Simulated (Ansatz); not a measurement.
# How fast states decay through KLaCl4, part 3 of 3

Aim: relax a made-up compound, KLaCl4, and see how good a tunnel barrier it would be. It is built by putting Cl for F in the KLaF4 structure of space group P4/mmm, with the volume rescaled by atomic radii. The parent structure comes from the Materials Project.

Ansatz 0.2.0; PBE DFT, plane waves, PAW files (the session's first sound run).

So far. Step 4 (Decaying states in the gap): At the listed wavevectors the last open channel is at -0.12 eV and the next at +3.40 eV on the grid. At +1.64 eV, the grid energy nearest the filling level (the middle of the gap on the SCF mesh), the slowest state at the listed wavevectors decays with κ = 0.409 Å⁻¹, its amplitude falling by e over 2.4 Å. Through 1 nm of this crystal that state's transmission falls by exp(−2 × 0.409 Å⁻¹ × 10 Å) = 2.8e-4.

The structure was built from a prototype and need not be the compound's stable phase.

### Step 6. Band edges at another level, cutoff 930 eV (continued)

Level of this step: PBE DFT, plane waves, JTH PAW files (Ansatz).

The electronic bands at the labelled points (eV, zero at the Fermi level (highest filled level under fixed occupations); v1 is the highest filled band, c1 the lowest empty one):

| point | v4 | v3 | v2 | v1 | c1 | c2 | c3 | c4 |
| --- | --- | --- | --- | --- | --- | --- | --- | --- |
| VBM | -0.95 | -0.78 | -0.21 | 0.00 | 3.41 | 3.41 | 3.41 | 3.50 |
| CBM | -1.19 | -0.80 | -0.17 | -0.05 | 3.38 | 3.41 | 3.41 | 3.50 |

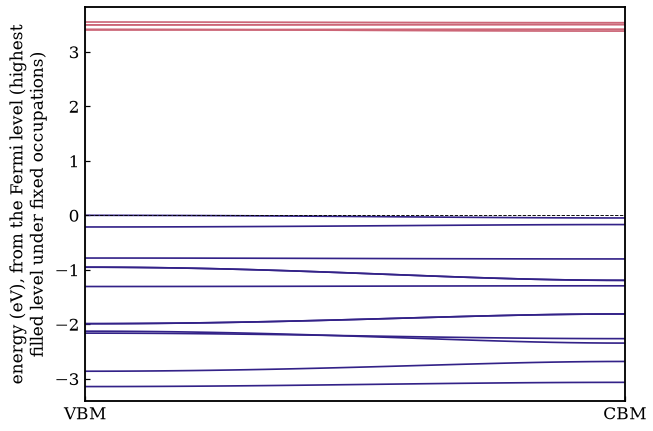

Electronic bands along the path; lines of filled and empty bands in two colours.

The searched edges give 3.38 eV, as on the mesh.

### Step 7. Complex bands at another level

This step: PBE DFT, plane waves, JTH PAW files; complex bands by layer matching along the plane's normal (Ansatz 0.2.0).

The complex bands at that level, over its own gap, at (0, 0) and (-0.5, -0.5).

input.yaml

```yaml
crystal:
  lattice:
    - [4.895259231, 0.0, 0.0]
    - [0.0, 7.479441164, 0.0]
    - [0.0, 0.0, 4.895259231]
  atoms:
    - { symbol: K, position: [0.0, 0.0, 0.0] }
    - { symbol: La, position: [0.5, 0.5, 0.5] }
    - { symbol: Cl, position: [0.0, 0.7210083144, 0.5] }
    - { symbol: Cl, position: [0.5, 0.2789916856, 0.0] }
    - { symbol: Cl, position: [0.0, 0.2789916856, 0.5] }
    - { symbol: Cl, position: [0.5, 0.7210083144, 0.0] }
kpoints:
  mp_grid: { grid: [6, 4, 6] }
scf:
  occupations: { method: fixed }
hamiltonian:
  xc: pbe
  pseudopotentials: { kind: paw, source: jth }
output:
  eigenvalues: true
  transmission:
    leads: [[0, 0]]
    kpoints: [[0.0, 0.0], [-0.5, -0.5]]
    e_range: [-1.0, 4.38]
    de: 0.11
```

The run is started by

```sh
$ ansatz run input.yaml --threads 2 --pin off --max-ram 4096MiB --backend cpu --events-out ev --progress --plain --runs-dir out
```

Numbers of over 12 decimals in the logs are rounded to 6 here.

What it wrote:

```text
Warning: <dir> the checks of this K dataset prove no rule for summing its radial tables, as where they were carried onto another mesh than they were made on, and Gregory's rule is taken, under which a leading mesh point left out moves its sums only by what lay on the interval it spanned. That does not make them correct, and they differ from Quantum ESPRESSO's on this file; a re-export a fraction of a mesh step off can move them. hamiltonian.pseudopotentials.radial_quadrature: simpson_from_first_knot sums it by `pw.x`'s rule; on a PAW file no value gives `pw.x`'s numbers. What more to know: hamiltonian.pseudopotentials.radial_quadrature, in the input reference
Warning: <dir> the checks of this La dataset prove no rule for summing its radial tables, as where they were carried onto another mesh than they were made on, and Gregory's rule is taken, under which a leading mesh point left out moves its sums only by what lay on the interval it spanned. That does not make them correct, and they differ from Quantum ESPRESSO's on this file; a re-export a fraction of a mesh step off can move them. hamiltonian.pseudopotentials.radial_quadrature: simpson_from_first_knot sums it by `pw.x`'s rule; on a PAW file no value gives `pw.x`'s numbers. What more to know: hamiltonian.pseudopotentials.radial_quadrature, in the input reference
Warning: <dir> the checks of this Cl dataset prove no rule for summing its radial tables, as where they were carried onto another mesh than they were made on, and Gregory's rule is taken, under which a leading mesh point left out moves its sums only by what lay on the interval it spanned. That does not make them correct, and they differ from Quantum ESPRESSO's on this file; a re-export a fraction of a mesh step off can move them. hamiltonian.pseudopotentials.radial_quadrature: simpson_from_first_knot sums it by `pw.x`'s rule; on a PAW file no value gives `pw.x`'s numbers. What more to know: hamiltonian.pseudopotentials.radial_quadrature, in the input reference
Warning: basis.ecutrho_ratio 4 (ecutrho = 3720 eV, dense FFT grid 50×75×50): the grid does not resolve the core-correction charge of Cl (measure 0.14 e/Å^2.5), La (0.11); warned from 0.08. The energy and each atom's force then go with where the atoms sit on the grid: [figures from the program's tests cut] If this deck is also warned that a cutoff or its ratio is below what is recommended, mend that before anything be [...]
Engine: ansatz 0.2.0, aarch64-unknown-linux-gnu
Pseudopotentials: kind: paw
Pseudopotential: K, paw, valence charge 9, recommended cutoff 690 eV (normal), K.paw.azcp
Pseudopotential: La, paw, valence charge 11, recommended cutoff 840 eV (normal), La.paw.azcp
Pseudopotential: Cl, paw, valence charge 7, recommended cutoff 930 eV (normal), Cl.paw.azcp
Functional definition: PBE
  parameter kappa = 0.804
  parameter beta = 0.066725
  exchange = pbe_x(kappa = kappa, mu = beta*pi^2/3)
  correlation = pbe_c(beta = beta)
Error: memory limit exceeded: the `transmission` phase of `transmission` needs 4.06 GiB against the run's memory maximum of 4.00 GiB; largest carriers: transmission 3.67 GiB, unmodelled-tail allowance 0.30 GiB, source scf tables 0.08 GiB, source scf state 0.00 GiB; the layers of output.transmission grow with the square of the cell's cross-section: a lower cutoff or a narrower output.transmission.e_range takes less, and so, most of all in a narrow cell, does a wider de; where no e_range is typed, a fill by count is planned with a gap of 40 thermal energies
with nothing else changed it takes a maximum of at least 4.06 GiB, with nothing to spare, and 4.47 GiB leaves up to a tenth: --max-ram 4.47GiB where that set the maximum, else more of the term that did, and with no share typed, where 4.47 GiB is over 0.88 of the host's memory or its container's limit, a share of 0.88 or more that holds the maximum too (--max-ram-frac F), where one does; The budget is ten elevenths of [...]
`transmission` follows the SCF: where the deck gives it k-points, a mesh or a band count of its own, those are what to reduce (not on a resume, whose deck is fixed)
```

Wall time 0.22 s (2 threads of Arm Neoverse V2, shared host); peak memory 0.18 GiB.

The input was rejected at the start.

The program's message: “Error: memory limit exceeded: the `transmission` phase of `transmission` needs 4.06 GiB against the run's memory maximum of 4.00 GiB; largest carriers: transmission 3.67 GiB, unmodelled-tail allowance …”

### Step 8. What came out

| Item | Value |
| --- | --- |
| band gap | 3.30 eV |
| least decay constant at mid-gap, normal to (100) | 0.409 Å⁻¹ |
| least decay constant on a mesh, normal to (100) | 0.409 Å⁻¹ |

What this shows: With PBE, the slowest decay at the wavevectors tried is κ = 0.409 Å⁻¹, normal to (100). Through such a film the transmission near mid-gap falls as exp(−2κd), a factor of ten every 2.8 Å. A free electron under a barrier of half the gap would need a mass of 0.39 mₑ to decay at this rate. The compound is made up by substitution; its stability against other phases and against distortions of the cell's symmetry was not tested. A semilocal functional narrows gaps, so real decay constants are likely larger.

[Logs are printed without paths, hosts, clocks, repeated set-up lines and the standing remarks that a program may print on its own settings, such as how far it seeks lower states.]

[Hosts, paths, dates, database ids (printed as entryN), source tags and the programs' standing remarks are cut or masked in the printed files.]

[New means built here by substitution; the compound itself may be known and measured.]
